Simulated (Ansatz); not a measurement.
**What do other settings change for generalised stacking fault on (111) (glide set) of a Ge-Si solid solution (72 atoms)?**

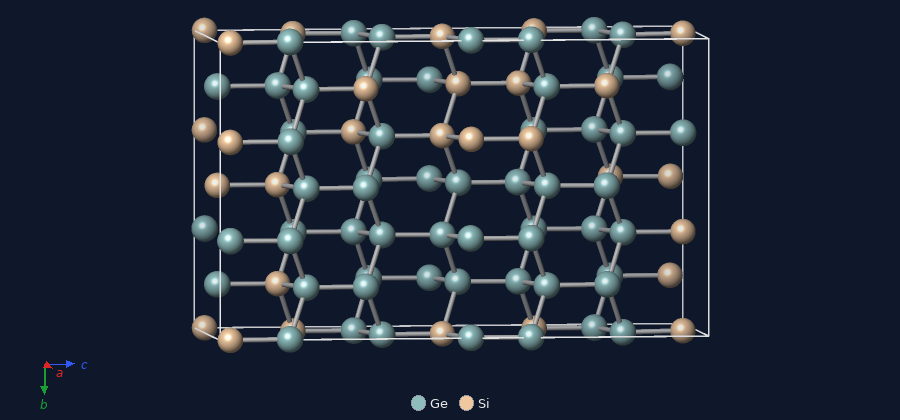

The cell (germanium teal, silicon light orange). Bonds to atoms that aren't drawn are left out. Some periodic images of atoms are drawn too.

The cell holds 72 atoms: 51 Ge and 21 Si. Cell: a = 6.849 Å, b = 11.862 Å, c = 19.579 Å, α = 90.0°, β = 88.3°, γ = 90.0°. It derives from Ge and Si. Diamond-structure Ge lattice (a = 5.5919 Å, the value set for the mixture), cell with z along [111], 1 x 3 x 2 periods; the third cell vector is tilted by 0.083 of 1/2[11-2] and lengthened by 0.2 Å, so the cell holds one fault (glide set); displaced by a Gaussian of 0.01 Å; 21 of 72 Ge sites given to Si at random (lattice constant by Vegard's rule between Ge and Si).

Geometry: as built.

Reference run: Kohn-Sham DFT, revPBE, PAW (set soft_2), plane waves (Ansatz 0.2.0), cutoff 420 eV, k-mesh 5×3×2, fermi-dirac smearing of 0.05 eV.

| Property | Result |
| --- | --- |
| r.m.s. force component | 0.5211 eV/Å |
| pressure | 4.354 GPa |
| spacing of highest filled and lowest empty level | 0.0576 eV |
| SCF cycles | 9 |
| time | 23 min on 4 threads of Arm Neoverse V1, shared host |

**Question.** The cell is repeated and solved at Γ. How do error, time and memory go?
- plane waves, 72 atoms (1×1×1)
- support functions, 72 atoms (1×1×1)
- plane waves, 144 atoms (2×1×1)
- support functions, 144 atoms (2×1×1)

Differences are against the typed cell on a 5×3×2 mesh, which samples like Γ on 2160 atoms (r.m.s. force component 0.521 eV/Å). Every repeated cell is solved at Γ, and forces are averaged over the copies of each atom. Hardware: 4 threads of Arm Neoverse V1, shared host.

```csv
atoms,repeats,basis,"Δ force, r.m.s. (meV/Å)",Δ energy (meV/atom),less plane waves of the same size (meV/atom),spread among copies (meV/Å),SCF cycles,time,host memory (GiB)
72,1×1×1,plane waves,216,88.1,-,-,9,23 s,2.2
72,1×1×1,support functions,216,87.1,-1.0,-,12,2.2 min,3.4
144,2×1×1,plane waves,50.4,58.1,-,0,8,1.8 min,6.2
144,2×1×1,support functions,50.5,57.1,-1.0,0,12,4.5 min,5.6
```

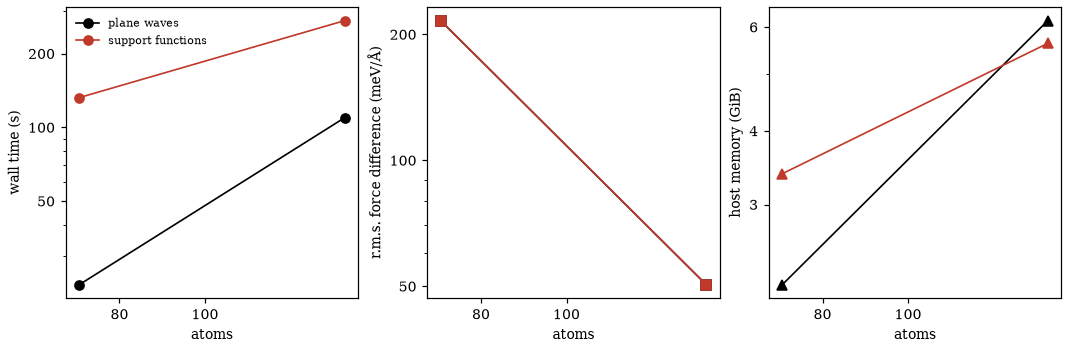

Time, error and memory against the number of atoms.

Repeating the cell at Γ samples more k-points: in plane waves the energy difference from the dense mesh goes from 88.1 meV/atom at 72 atoms to 58.1 at 144, and the force difference from 216 to 50 meV/Å. At equal size the support functions lie 1.0 meV/atom below plane waves, likely because their grid holds more waves than 420 eV; no run tests this. At the largest size the support functions' forces differ from the reference by 9.7 % of the r.m.s. force, which holds the difference of sampling between the two as well as that of the basis.

[Logs are printed without paths, hosts, clocks, repeated set-up lines and the standing remarks that a program may print on its own settings, such as how far it seeks lower states.]

[Hosts, paths, dates, database ids (printed as entryN), source tags and the programs' standing remarks are cut or masked in the printed files.]
